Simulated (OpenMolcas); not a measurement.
## Fe³⁺ complex: multiconfigurational calculation (part 2 of 2)

Continued. System: Fe³⁺ with 4 ligands (Br; tetrahedron, 2.4 Å), neutralised by 4 outer point charges of +0.25 e, whose field is part of the energies. Method: state-averaged CASSCF, active space 5 electrons in the shell 3d, basis ANO-RCC-VDZP on the metal and ANO-RCC-VDZP on the ligands, DKH2 scalar Hamiltonian, spin-orbit coupling by RASSI with atomic mean-field integrals (OpenMolcas).

**The program's output (extracts), continued**
```
--- RASSI ---
SPIN-FREE ENERGIES:
  (Shifted by EMIN (a.u.) =     -11689.0457093420)

 SF State       Relative EMIN(au)   Rel lowest level(eV)    D:o, cm**(-1)

     1             0.0000000000        0.0000000000              0.0000
     2             0.1384966299        3.7686852895          30396.4968
     3             0.1384966299        3.7686852895          30396.4968
     4             0.1384966299        3.7686852895          30396.4968
     5             0.1441724583        3.9231324479          31642.1971
     6             0.1441724583        3.9231324479          31642.1971
     7             0.1441724583        3.9231324479          31642.1971
     8             0.1483089152        4.0356911739          32550.0445
     9             0.1483089152        4.0356911739          32550.0445
    10             0.1487698809        4.0482346922          32651.2148
    11             0.1771302054        4.8199584340          38875.5865
    12             0.1771302054        4.8199584340          38875.5865
    13             0.1771302054        4.8199584340          38875.5865
    14             0.1804588340        4.9105350333          39606.1361
    15             0.1804588340        4.9105350333          39606.1361
    16             0.1804588340        4.9105350333          39606.1361
    17             0.1850368037        5.0351079352          40610.8843
    18             0.1850368037        5.0351079352          40610.8843
    26             0.1977615622        5.3813662531          43403.6460
    27             0.1977615622        5.3813662531          43403.6460
    28             0.1977615622        5.3813662531          43403.6460
    29             0.1995432704        5.4298490025          43794.6857
    30             0.2039804184        5.5505899531          44768.5271
    31             0.2039804184        5.5505899531          44768.5271
    32             0.2039804184        5.5505899531          44768.5271
    33             0.2041171498        5.5543106021          44798.5362
    34             0.2041171498        5.5543106021          44798.5362
    35             0.2041171498        5.5543106021          44798.5362
    36             0.2056403615        5.5957593054          45132.8425
    37             0.2056403615        5.5957593054          45132.8425
    38             0.2105017844        5.7280453614          46199.8015
    39             0.2236176376        6.0849459069          49078.3986
    40             0.2236176376        6.0849459069          49078.3986
    41             0.2236176376        6.0849459069          49078.3986
    42             0.2277891025        6.1984572504          49993.9293
    43             0.2277891025        6.1984572504          49993.9293
    44             0.2365090049        6.4357378818          51907.7267
    45             0.2365090049        6.4357378818          51907.7267
    46             0.2365090049        6.4357378818          51907.7267
    19             0.2396231567        6.5204782702          52591.2040
Eigenvalues of complex Hamiltonian:
   -----------------------------------
  (Shifted by EMIN (a.u.) =     -11689.0457093420)

 SO State       Relative EMIN(au)   Rel lowest level(eV)    D:o, cm**(-1)

     1            -0.0000939709        0.0000000000              0.0000
     2            -0.0000939709        0.0000000000              0.0000
     3            -0.0000939478        0.0000006280              0.0051
     4            -0.0000939478        0.0000006280              0.0051
     5            -0.0000939478        0.0000006280              0.0051
     6            -0.0000939478        0.0000006280              0.0051
     7             0.1382594512        3.7647884071          30365.0663
     8             0.1382594512        3.7647884071          30365.0663
     9             0.1383263797        3.7666096230          30379.7554
    10             0.1383263797        3.7666096230          30379.7554
    11             0.1383263797        3.7666096230          30379.7554
    12             0.1383263797        3.7666096230          30379.7554
    13             0.1384196863        3.7691486250          30400.2338
    14             0.1384196863        3.7691486250          30400.2338
    15             0.1384196863        3.7691486250          30400.2338
    16             0.1384196863        3.7691486250          30400.2338
    17             0.1385245322        3.7720016270          30423.2449
    18             0.1385245322        3.7720016270          30423.2449
    19             0.1438180508        3.9160456072          31585.0379
    20             0.1438180508        3.9160456072          31585.0379
    21             0.1438180508        3.9160456072          31585.0379
    22             0.1438180508        3.9160456072          31585.0379
    23             0.1438227422        3.9161732675          31586.0676
    24             0.1438227422        3.9161732675          31586.0676
    25             0.1442574544        3.9280023887          31681.4759
    26             0.1442574544        3.9280023887          31681.4759
    27             0.1442574544        3.9280023886          31681.4759
    28             0.1442574544        3.9280023886          31681.4759
    29             0.1444705288        3.9338004373          31728.2403
    30             0.1444705288        3.9338004373          31728.2403
    31             0.1482043788        4.0354036716          32547.7256
    32             0.1482043788        4.0354036716          32547.7256
    33             0.1482236748        4.0359287448          32551.9606
    34             0.1482236748        4.0359287448          32551.9606
    35             0.1482236748        4.0359287448          32551.9606
    36             0.1482236748        4.0359287448          32551.9606
    37             0.1482469871        4.0365631034          32557.0771
    38             0.1482469871        4.0365631034          32557.0771
    39             0.1486916874        4.0486640146          32654.6775
    40             0.1486916874        4.0486640146          32654.6775
    41             0.1486916874        4.0486640146          32654.6775
Weights of the five most important spin-orbit-free states for each spin-orbit state.

 SO State  Total energy (au)           Spin-free states, spin, and weights
 -------------------------------------------------------------------------------------------------------
    1        -0.000094       1 2.5  0.9994   16 1.5  0.0001   14 1.5  0.0001   15 1.5  0.0001    3 1.5  0.0001
    2        -0.000094       1 2.5  0.9994   16 1.5  0.0001   15 1.5  0.0001   14 1.5  0.0001    4 1.5  0.0001
    3        -0.000094       1 2.5  0.9994   16 1.5  0.0001   14 1.5  0.0001   15 1.5  0.0001    2 1.5  0.0001
    4        -0.000094       1 2.5  0.9994   16 1.5  0.0001   14 1.5  0.0001   15 1.5  0.0001    3 1.5  0.0001
    5        -0.000094       1 2.5  0.9994   14 1.5  0.0001   15 1.5  0.0001   16 1.5  0.0001    4 1.5  0.0001
    6        -0.000094       1 2.5  0.9994   15 1.5  0.0001   14 1.5  0.0001    3 1.5  0.0001   16 1.5  0.0001
    7         0.138259       4 1.5  0.3320    3 1.5  0.3320    2 1.5  0.3320   17 1.5  0.0005   18 1.5  0.0005
    8         0.138259       4 1.5  0.3320    3 1.5  0.3320    2 1.5  0.3320   17 1.5  0.0005   18 1.5  0.0005
    9         0.138326       4 1.5  0.3768    2 1.5  0.3422    3 1.5  0.2781   27 0.5  0.0003   40 0.5  0.0002
   10         0.138326       3 1.5  0.3754    2 1.5  0.3359    4 1.5  0.2857   26 0.5  0.0003   12 1.5  0.0002
   11         0.138326       4 1.5  0.3780    2 1.5  0.3292    3 1.5  0.2898   27 0.5  0.0002   11 1.5  0.0002
   12         0.138326       3 1.5  0.3861    2 1.5  0.3221    4 1.5  0.2889   26 0.5  0.0003   39 0.5  0.0002
```

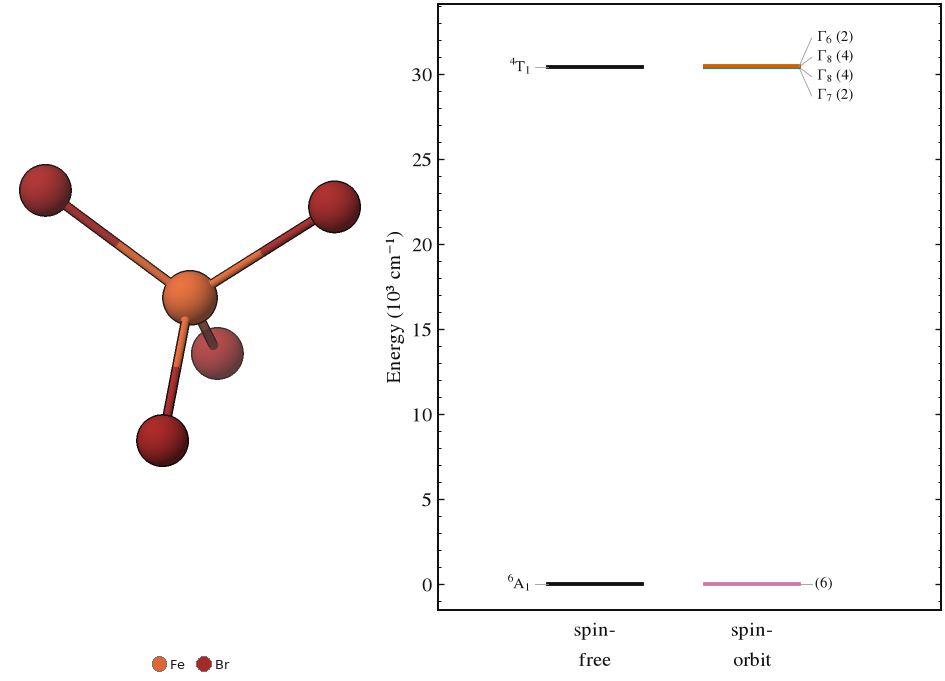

*Fe³⁺ (3d⁵) with 4 ligands, Br⁻, at 2.4 Å (arrangement: tetrahedron, Td), neutralised by outer point charges of +0.25 e, and its levels. Labels give the representation in O, Td, D4 or D3 as the site allows (double group for half-integer spin) where it could be assigned and, in brackets, the degeneracy; spin-free states, where drawn, share the zero of the spin-orbit levels.*

The ground level is 6-fold degenerate, 100 % from states of spin multiplicity 6. The next level lies at 30,400 cm⁻¹ (Γ₇). The lowest spin-free state is ⁶A₁. The active orbitals hold 92 to 97 % metal character (Löwdin), and the Mulliken charge of the metal is +0.99.

Outcome of the run: converged.
